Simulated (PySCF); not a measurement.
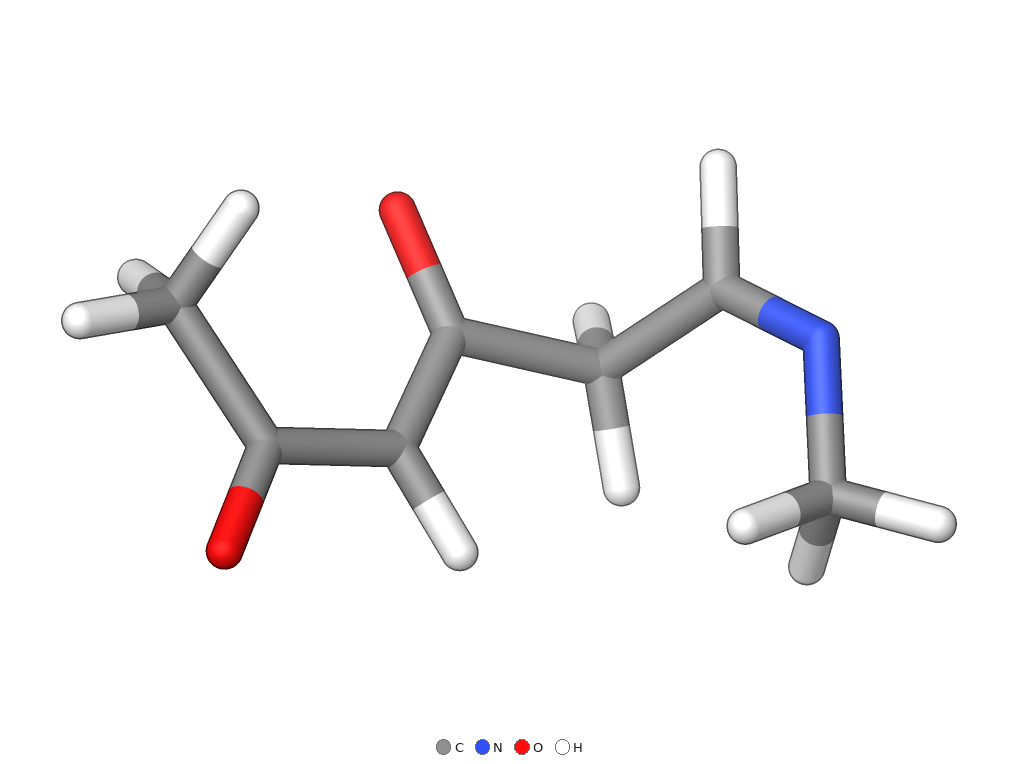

Rendered structure (stick style). Every bond is drawn as one stick, whatever its order.

State: charge −1, singlet.

Give the formula.

Answer. C₇H₁₀NO₂⁻, 20 atoms: 7 carbon, 10 hydrogen, 1 nitrogen and 2 oxygen.

Give the symmetry (Schoenflies symbol).

Answer. C1.

The parts below concern this one geometry. Atoms keep their numbers from picture to picture. The computed structure is the end point of a PBE0-D3(BJ)/def2-SVP optimisation. No frequency run is at hand to confirm it as a minimum.

**Quadrupole coupling**

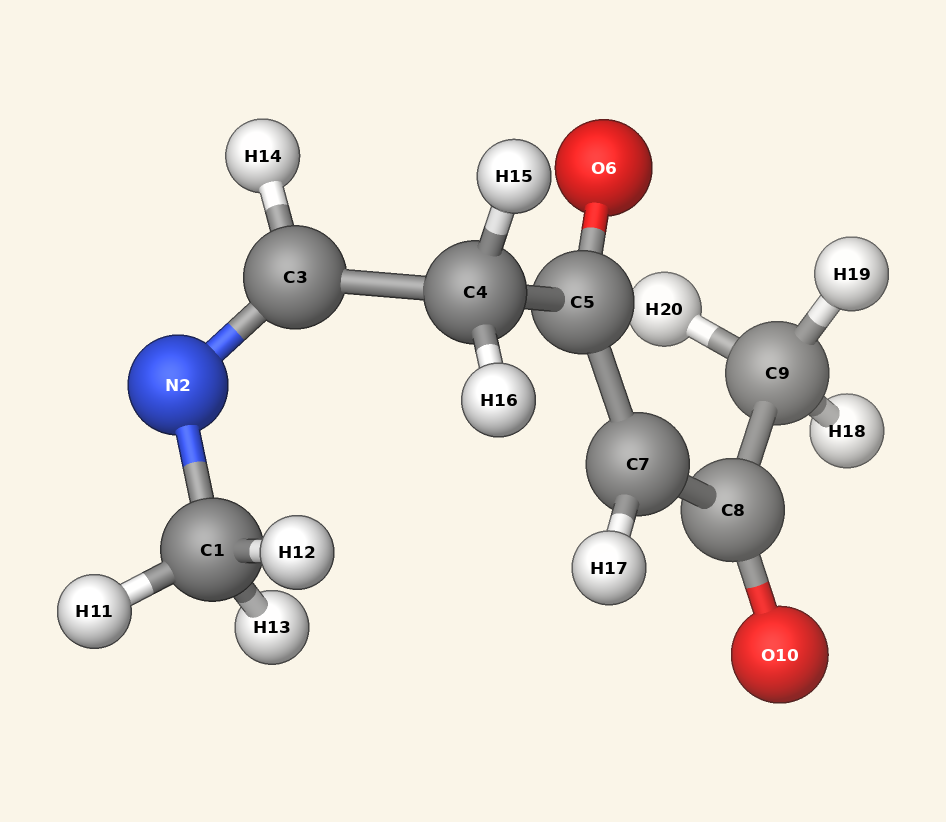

No frequency run is at hand to confirm it as a minimum. Electric field gradients from the ground-state density, PBE0/pcSseg-1 in acetonitrile (IEF-PCM) (PySCF 2.14.0), non-relativistic apart from any core potentials.

Give the largest field-gradient component, the quadrupole coupling constant and the asymmetry for 14N at N2 (Q = 20.44 mb), 17O at O6 (Q = −25.6 mb), 17O at O10 (Q = −25.6 mb), 2H at H11 (Q = 2.86 mb), 2H at H12 (Q = 2.86 mb), 2H at H13 (Q = 2.86 mb), 2H at H14 (Q = 2.86 mb).

| atom | V_zz (a.u.) | e²qQ/h (MHz) | η |
| --- | --- | --- | --- |
| N2 | −1.026 | −4.93 | 0.20 |
| O6 | −1.559 | 9.38 | 0.28 |
| O10 | −1.684 | 10.13 | 0.10 |
| H11 | 0.285 | 0.192 | 0.04 |
| H12 | 0.275 | 0.185 | 0.07 |
| H13 | 0.281 | 0.189 | 0.05 |
| H14 | 0.282 | 0.190 | 0.03 |

**Electronic properties**

No frequency run is at hand to confirm it as a minimum. Properties computed with PBE0/pcSseg-1 in acetonitrile (IEF-PCM) (PySCF 2.14.0).

Predict the main results.

- HOMO energy (Kohn–Sham orbital): −5.42 eV
- LUMO energy (Kohn–Sham orbital): −0.16 eV
- HOMO–LUMO gap: 5.26 eV

**NMR shielding**

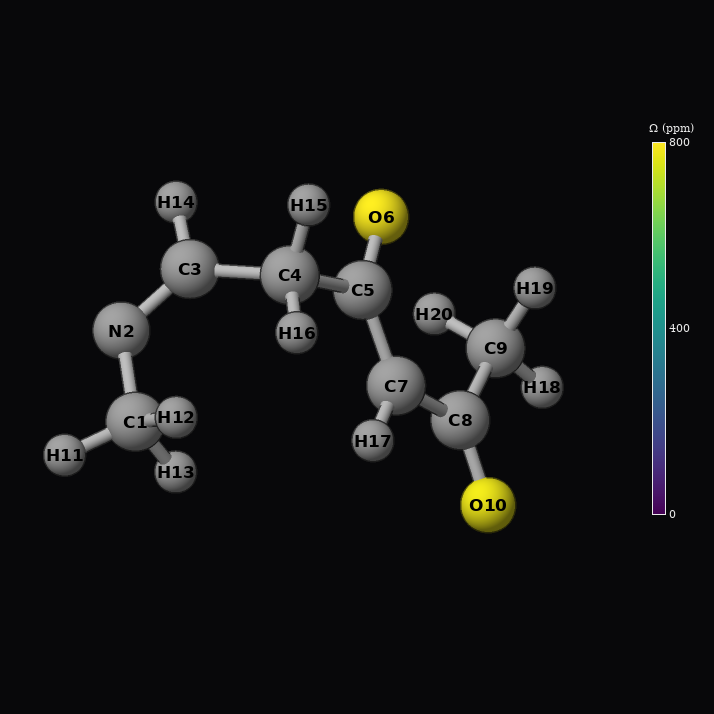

The O atoms are coloured by the span of their shielding tensor. No frequency run is at hand to confirm it as a minimum. Method: GIAO PBE0/pcSseg-1 NMR shielding, non-relativistic, IEF-PCM methanol (PySCF 2.14.0). Principal shieldings σ11 ≤ σ22 ≤ σ33, span Ω = σ33 − σ11, skew κ = 3(σiso − σ22)/Ω.

Give the shielding tensors of the O atoms.

| atom | σ11 | σ22 | σ33 | σiso | Ω | κ |
| --- | --- | --- | --- | --- | --- | --- |
| O6 | −449.1 | −160.2 | 340.4 | −89.6 | 789.5 | 0.27 |
| O10 | −490.8 | −180.8 | 286.6 | −128.3 | 777.4 | 0.20 |

Shieldings and span in ppm.
